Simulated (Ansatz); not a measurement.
# AlCl2F: shape, modes and thermochemistry

The task is to find a stationary geometry of AlCl2F, check the end point by its vibrations and derive ideal-gas thermochemistry, and look at its orbitals and charge.

Computed with Ansatz 0.2.0, Gaussian basis. Level: RKS PBE0-D4/def2-TZVP.

Levels to be run: relaxation at PBE-D4/def2-SVP; relaxation at PBE0-D4/def2-TZVP; harmonic vibrations at the same level; a single point in def2-TZVPP for the fields.

### Step 1. The system as given

4 atoms, charge 0, spin multiplicity 1.

Atoms are counted from 1 here; the program's logs count them from 0.

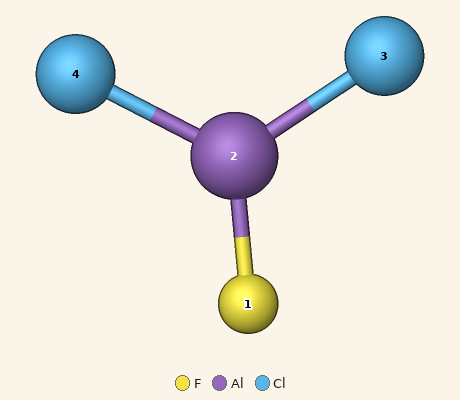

Start geometry, drawn with fluorine yellow, aluminium purple, chlorine blue; atoms are numbered from 1 in the order of the file.

Geometry (Å):

```xyz
4
charge 0, multiplicity 1
F     0.1308    0.3990    1.8556
Al   -0.0096    0.0121    0.0960
Cl    1.2917   -1.5457   -0.7402
Cl   -1.3574    1.0744   -1.2318
```

The start is a force-field geometry with small random shifts, so a cheaper pass at PBE-D4/def2-SVP comes first.

### Step 2. Geometry optimisation, PBE-D4/def2-SVP (cheap first pass)

File in.yaml:

```yaml
crystal:
  periodic: [false, false, false]
  atoms:
    - {symbol: F, position_ang: [0.130800, 0.399000, 1.855600]}
    - {symbol: Al, position_ang: [-0.009600, 0.012100, 0.096000]}
    - {symbol: Cl, position_ang: [1.291700, -1.545700, -0.740200]}
    - {symbol: Cl, position_ang: [-1.357400, 1.074400, -1.231800]}
basis:
  gaussian: {orbitals: def2-SVP}
hamiltonian: {xc: pbe, dispersion: d4}
relax: {f_tol: 0.03, max_steps: 200}
```

On the command line:

```sh
ansatz run in.yaml --threads 4 --pin off --events-out ev --progress --plain --max-ram 10444MiB
```

The program printed, cut to the lines that bear on the results:

```text
Functional definition: PBE
  name "PBE"
  cite "Perdew, Burke & Ernzerhof, Phys. Rev. Lett. 77, 3865 (1996) doi:10.1103/PhysRevLett.77.3865"
  parent pbe
[...]
731 factors; their error is unknown
[...]
mean field -34335.71087220 eV, -1261.8141009727 hartree, gradient 1.5e-5 eV, S^2 0.000000; 0 other end points of the search recorded, 0 dependent functions left out
[...]
reference -34335.71090553 eV, -1261.8141021973 hartree; 28, 28 occupied and 40, 40 virtual orbitals, 731 factors
relax step   1: F+E_penalty+E_count = -34335.81219814 eV  Δ(F+E_penalty+E_count) = +0.000e0 eV  max|allowed force component| = 3.003e0 eV/Å  Δτ_max = 0.0000 Å  (24 SCF iters, accepted)
[...]
relax step   5: F+E_penalty+E_count = -34336.21802703 eV  Δ(F+E_penalty+E_count) = -2.701e-4 eV  max|allowed force component| = 3.104e-2 eV/Å  Δτ_max = 0.0093 Å  (24 SCF iters, accepted)
[...]
relax step   6: F+E_penalty+E_count = -34336.21832276 eV  Δ(F+E_penalty+E_count) = -2.957e-4 eV  max|allowed force component| = 7.925e-4 eV/Å  Δτ_max = 0.0072 Å  (24 SCF iters, accepted)
731 factors; their error is unknown
mean field -34336.11246830 eV, -1261.8288593570 hartree, gradient 2.3e-5 eV, S^2 0.000000; 1 other end points of the search recorded, 0 dependent functions left out
[...]
reference -34336.11250180 eV, -1261.8288605882 hartree; 28, 28 occupied and 40, 40 virtual orbitals, 731 factors
Total energy: -34336.21835627 eV, -1261.8327506681 hartree
Atom 0 at     0.101407     0.377569     1.705047 Å, force     0.000124     0.000190    -0.000120 eV/Å
Atom 1 at     0.018527     0.005532     0.084097 Å, force    -0.000255    -0.000752    -0.000296 eV/Å
Atom 2 at     1.251539    -1.494651    -0.678213 Å, force     0.000593    -0.000231     0.000341 eV/Å
Atom 3 at    -1.315973     1.051350    -1.131331 Å, force    -0.000462     0.000792     0.000074 eV/Å
Dipole moment:    -0.004458    -0.020322    -0.089168 e Å
```

Run time: 1.9 s. Hardware: 4 threads of Intel Xeon 6975P-C, shared host.

The steps of the relaxation:

```
step  energy from step 1 (eV)  largest force component (eV/Å)
   1                   0.0000                          3.0028
   2                  -0.3316                          1.7527
   3                  -0.3930                          0.6392
   4                  -0.4056                          0.0563
   5                  -0.4058                          0.0310
   6                  -0.4061                          0.0008
```

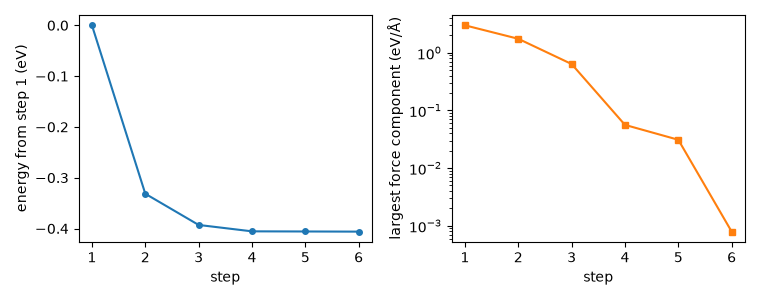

Energy and force, step by step.

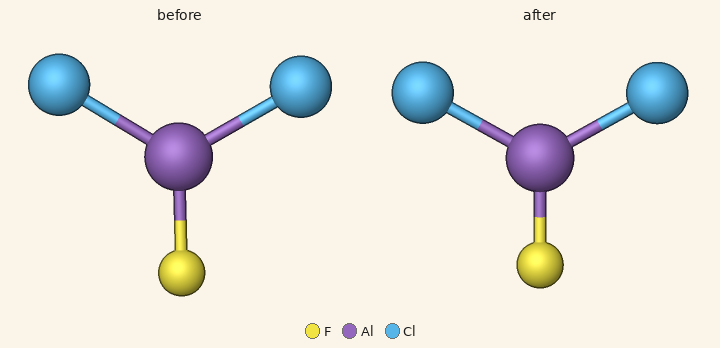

The geometry before (left) and after (right).

Close pairs (by a distance rule), those that changed most:

```
   bond  before (Å)  after (Å)  change (Å)
 F1–Al2       1.807      1.665      -0.142
Al2–Cl3       2.195      2.086      -0.109
Al2–Cl4       2.170      2.086      -0.084
```

### Step 3. Optimising with PBE0-D4/def2-TZVP

File in.yaml:

```yaml
crystal:
  periodic: [false, false, false]
  atoms:
    - {symbol: F, position_ang: [0.101407, 0.377569, 1.705047]}
    - {symbol: Al, position_ang: [0.018527, 0.005532, 0.084097]}
    - {symbol: Cl, position_ang: [1.251539, -1.494651, -0.678213]}
    - {symbol: Cl, position_ang: [-1.315973, 1.051350, -1.131331]}
basis:
  gaussian: {orbitals: def2-TZVP}
hamiltonian: {xc: pbe0, dispersion: d4}
relax: {f_tol: 0.005, max_steps: 150}
```

Same command.

The program printed, cut to the lines that bear on the results:

```text
Functional definition: PBE0
  name "PBE0"
  cite "Adamo & Barone, J. Chem. Phys. 110, 6158 (1999) doi:10.1063/1.478522"
  cite "Perdew, Burke & Ernzerhof, Phys. Rev. Lett. 77, 3865 (1996) doi:10.1103/PhysRevLett.77.3865"
  parent pbe
[...]
971 factors; their error is unknown
[...]
mean field -34353.34301315 eV, -1262.4620702011 hartree, gradient 2.8e-5 eV, S^2 0.000000; 0 other end points of the search recorded, 0 dependent functions left out
[...]
reference -34353.34304061 eV, -1262.4620712103 hartree; 28, 28 occupied and 114, 114 virtual orbitals, 971 factors
relax step   1: F+E_penalty+E_count = -34353.43377644 eV  Δ(F+E_penalty+E_count) = +0.000e0 eV  max|allowed force component| = 9.361e-1 eV/Å  Δτ_max = 0.0000 Å  (25 SCF iters, accepted)
[...]
relax step   3: F+E_penalty+E_count = -34353.45792921 eV  Δ(F+E_penalty+E_count) = -4.403e-3 eV  max|allowed force component| = 2.540e-1 eV/Å  Δτ_max = 0.0136 Å  (28 SCF iters, accepted)
[...]
relax step   4: F+E_penalty+E_count = -34353.45886494 eV  Δ(F+E_penalty+E_count) = -9.357e-4 eV  max|allowed force component| = 4.484e-3 eV/Å  Δτ_max = 0.0072 Å  (28 SCF iters, accepted)
971 factors; their error is unknown
mean field -34353.36722413 eV, -1262.4629599381 hartree, gradient 1.3e-5 eV, S^2 0.000000; 1 other end points of the search recorded, 0 dependent functions left out
[...]
reference -34353.36725160 eV, -1262.4629609475 hartree; 28, 28 occupied and 114, 114 virtual orbitals, 971 factors
Total energy: -34353.45889241 eV, -1262.4663286852 hartree
Atom 0 at     0.100080     0.371527     1.678564 Å, force    -0.000219    -0.001019    -0.004484 eV/Å
Atom 1 at     0.018711     0.006616     0.089238 Å, force    -0.000023     0.000009     0.000145 eV/Å
Atom 2 at     1.237101    -1.477289    -0.670192 Å, force     0.001418    -0.000781     0.002398 eV/Å
Atom 3 at    -1.300392     1.038945    -1.118010 Å, force    -0.001176     0.001792     0.001942 eV/Å
Dipole moment:    -0.004774    -0.021433    -0.093380 e Å
```

It took 3.8 s on 4 threads of Intel Xeon 6975P-C, shared host.

Along the way:

```
step  energy from step 1 (eV)  largest force component (eV/Å)
   1                   0.0000                          0.9361
   2                  -0.0197                          0.5441
   3                  -0.0242                          0.2540
   4                  -0.0251                          0.0045
```

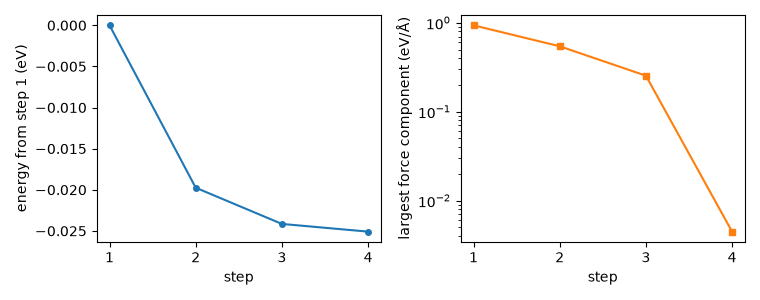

Energy and largest force along the relaxation.

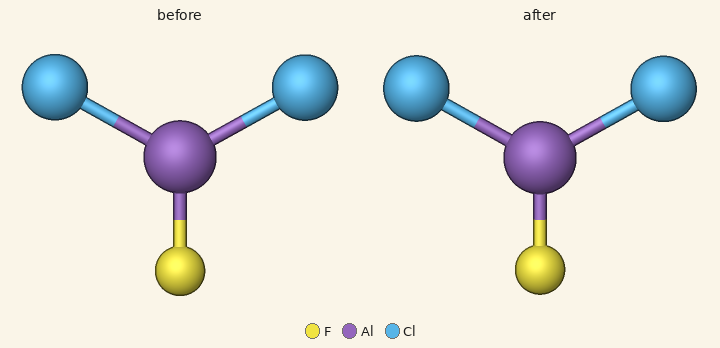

The geometry before (left) and after (right).

Distances of close pairs at the start and the end, largest changes first:

```
   bond  before (Å)  after (Å)  change (Å)
 F1–Al2       1.665      1.633      -0.032
Al2–Cl3       2.086      2.065      -0.021
Al2–Cl4       2.086      2.065      -0.021
```

Mulliken charges of the relaxed molecule (report file):

```
atom  value (e)
  F1      -0.31
 Al2       0.72
 Cl3      -0.20
 Cl4      -0.20
```

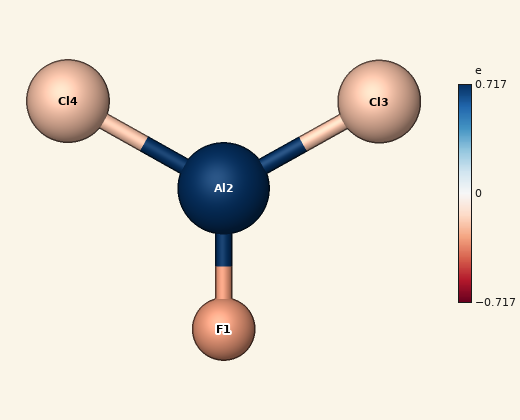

Mulliken charges of the relaxed molecule (report file), as colours on the atoms.

### Step 4. Force constants and modes

File in.yaml:

```yaml
crystal:
  periodic: [false, false, false]
  atoms:
    - {symbol: F, position_ang: [0.100080, 0.371527, 1.678564]}
    - {symbol: Al, position_ang: [0.018711, 0.006616, 0.089238]}
    - {symbol: Cl, position_ang: [1.237101, -1.477289, -0.670192]}
    - {symbol: Cl, position_ang: [-1.300392, 1.038945, -1.118010]}
basis:
  gaussian: {orbitals: def2-TZVP}
hamiltonian: {xc: pbe0, dispersion: d4}
phonons: {temperatures: {t_min: 298.15, t_max: 900, t_step: 200}}
```

Same command.

The program printed, cut to the lines that bear on the results:

```text
Functional definition: PBE0
  name "PBE0"
  cite "Adamo & Barone, J. Chem. Phys. 110, 6158 (1999) doi:10.1063/1.478522"
  cite "Perdew, Burke & Ernzerhof, Phys. Rev. Lett. 77, 3865 (1996) doi:10.1103/PhysRevLett.77.3865"
  parent pbe
[...]
971 factors; their error is unknown
[...]
mean field -34353.36722413 eV, -1262.4629599382 hartree, gradient 2.7e-5 eV, S^2 0.000000; 0 other end points of the search recorded, 0 dependent functions left out
[...]
reference -34353.36725160 eV, -1262.4629609476 hartree; 28, 28 occupied and 114, 114 virtual orbitals, 971 factors
[...]
971 factors; their error is unknown
mean field -34353.36722046 eV, -1262.4629598032 hartree, gradient 1.4e-6 eV, S^2 0.000000; 0 other end points of the search recorded, 0 dependent functions left out
[...]
reference -34353.36724792 eV, -1262.4629608125 hartree; 28, 28 occupied and 114, 114 virtual orbitals, 971 factors
[...]
reference -34353.36724209 eV, -1262.4629605980 hartree; 28, 28 occupied and 114, 114 virtual orbitals, 971 factors
[...]
971 factors; their error is unknown
mean field -34353.36721253 eV, -1262.4629595118 hartree, gradient 1.7e-6 eV, S^2 0.000000; 0 other end points of the search recorded, 0 dependent functions left out
[...]
reference -34353.36724000 eV, -1262.4629605213 hartree; 28, 28 occupied and 114, 114 virtual orbitals, 971 factors
Total energy: -34353.45889241 eV, -1262.4663286851 hartree
Atom 0 at     0.100080     0.371527     1.678564 Å, force    -0.000219    -0.001022    -0.004504 eV/Å
Atom 1 at     0.018711     0.006616     0.089238 Å, force    -0.000021     0.000008     0.000168 eV/Å
Atom 2 at     1.237101    -1.477289    -0.670192 Å, force     0.001419    -0.000781     0.002397 eV/Å
Atom 3 at    -1.300392     1.038945    -1.118010 Å, force    -0.001178     0.001795     0.001939 eV/Å
Dipole moment:    -0.004773    -0.021433    -0.093381 e Å
Vibrations: 149.30 202.54 232.65 438.74 637.94 891.76 cm⁻¹, zero-point energy 0.158261 eV
```

Wall time 8 s (4 threads of Intel Xeon 6975P-C, shared host).

Motions are named by where the mode's potential energy lies. The modes, unscaled (a negative number is an imaginary wavenumber):

```
mode  cm⁻¹             motion
   1   149               bend
   2   203               bend
   3   233  out-of-plane bend
   4   439      Al–Cl stretch
   5   638      Al–Cl stretch
   6   892       Al–F stretch
```

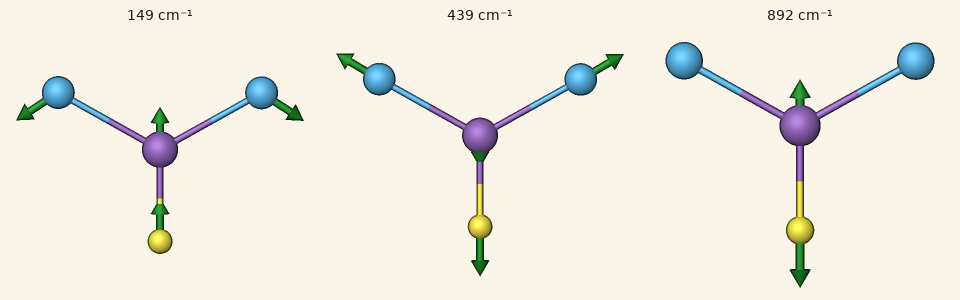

How the atoms move in 3 of the modes.

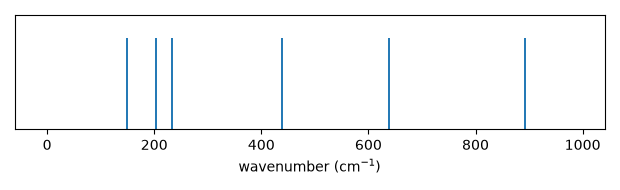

The harmonic wavenumbers as sticks (no intensities were computed).

From these modes and the moments of inertia (298.15 K, 1 bar, symmetry number 2):

```
                term            value
   zero-point energy     3.6 kcal/mol
          H(298) − E     7.4 kcal/mol
entropy, translation  168.2 J/(mol K)
   entropy, rotation  109.1 J/(mol K)
  entropy, vibration   33.5 J/(mol K)
      entropy, total  310.8 J/(mol K)
```

### Step 5. Fields at the relaxed geometry

Changes to in.yaml since step 4:

```diff
@@ -8,4 +8,4 @@
 basis:
-  gaussian: {orbitals: def2-TZVP}
+  gaussian: {orbitals: def2-TZVPP}
 hamiltonian: {xc: pbe0, dispersion: d4}
-phonons: {temperatures: {t_min: 298.15, t_max: 900, t_step: 200}}
+output: {orbitals: {seedname: orbitals}}
```

Launched as before.

The program printed:

```text
Functional definition: PBE0
  name "PBE0"
  cite "Adamo & Barone, J. Chem. Phys. 110, 6158 (1999) doi:10.1063/1.478522"
  cite "Perdew, Burke & Ernzerhof, Phys. Rev. Lett. 77, 3865 (1996) doi:10.1103/PhysRevLett.77.3865"
  parent pbe
  parameter a = 0.25
  parameter kappa = 0.804
  parameter beta = 0.06672455060314922
  exchange = (1 - a)*pbe_x(kappa = kappa, mu = beta*pi^2/3) + a*exact_x
  correlation = pbe_c(beta = beta)
1106 factors; their error is unknown
mean field evaluation 1: about -34350.8156 eV, gradient 4.0e1 eV
mean field evaluation 2: about -34346.9409 eV, gradient 6.7e1 eV
mean field evaluation 4: about -34353.2873 eV, gradient 1.3e0 eV
mean field evaluation 8: about -34353.2896 eV, gradient 9.5e-3 eV
mean field evaluation 16: about -34353.3743 eV, gradient 2.6e-5 eV
mean field -34353.37429085 eV, -1262.4632196352 hartree, gradient 2.6e-5 eV, S^2 0.000000; 0 other end points of the search recorded, 0 dependent functions left out
reference -34353.37431830 eV, -1262.4632206442 hartree; 28, 28 occupied and 129, 129 virtual orbitals, 1106 factors
Total energy: -34353.46595911 eV, -1262.4665883817 hartree
```

It took 0.65 s on 4 threads of Intel Xeon 6975P-C, shared host; peak memory 0.37 GiB.

The fields below are evaluated on a grid from the run's orbitals.

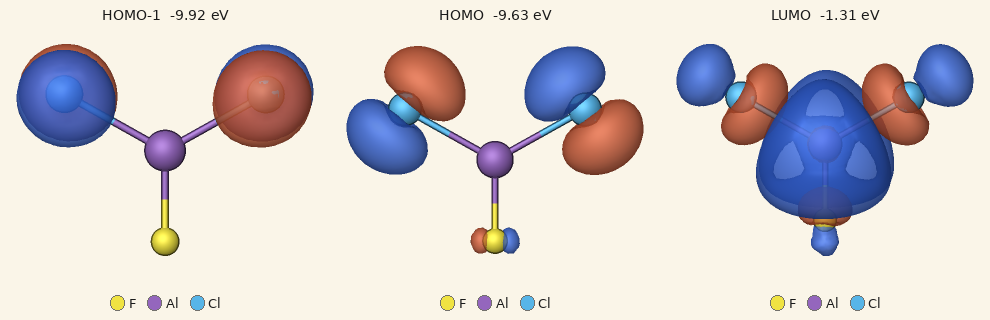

Frontier orbitals at PBE0-D4/def2-TZVPP; each surface holds 70 % of the orbital's density, blue and red mark the sign.

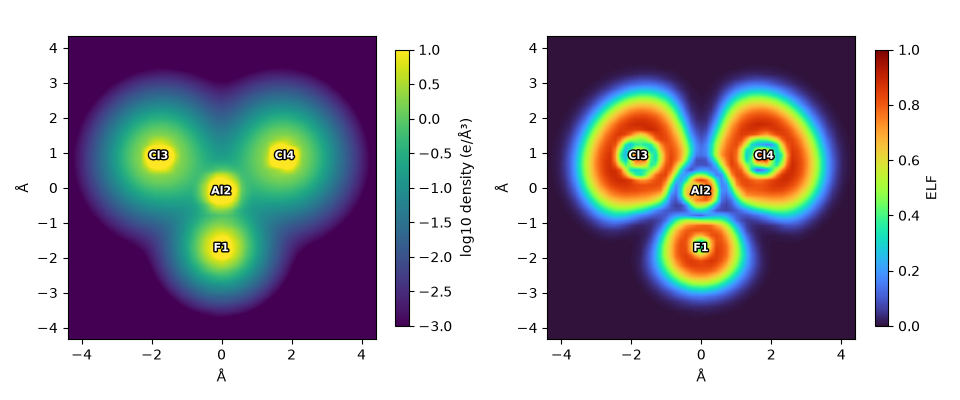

Density (left) and ELF (right) in a plane through or near 4 of the atoms.

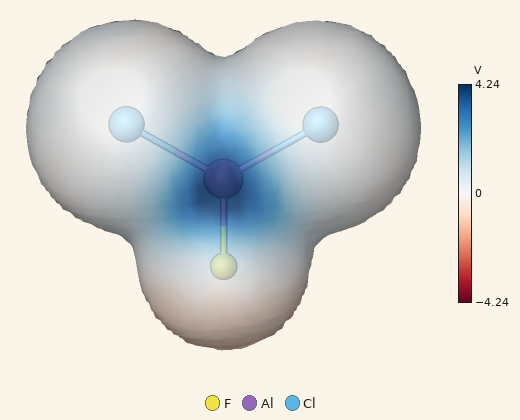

The potential that a unit positive charge feels on the 0.002 e/bohr³ surface, from the 1st to the 99th percentile, from -0.85 V near F1 to 4.24 V near Al2.

### Step 6. Results

```
                  quantity            value
               point group              C2v
                     steps            6 + 4
shift from the start (rms)          0.126 Å
              total energy   -34353.4589 eV
           dispersion term          -92 meV
             dipole moment           0.46 D
lowest, highest wavenumber    149, 892 cm⁻¹
         zero-point energy     3.6 kcal/mol
       entropy at 298.15 K  310.8 J/(mol K)
                HOMO, LUMO  -9.63, -1.31 eV
```

In words: The atoms moved 0.13 Å (rms) from the start; the bond that changed most is F1–Al2, from 1.807 to 1.633 Å. No mode is imaginary: a true minimum at this level. The stiffest mode, 892 cm⁻¹, is an Al–F stretch. The largest Mulliken charge, +0.72 e, sits on Al2. The HOMO lies mostly on Cl3, Cl4 about 48 % each and the LUMO on Al2 51 %; F1 17 %.
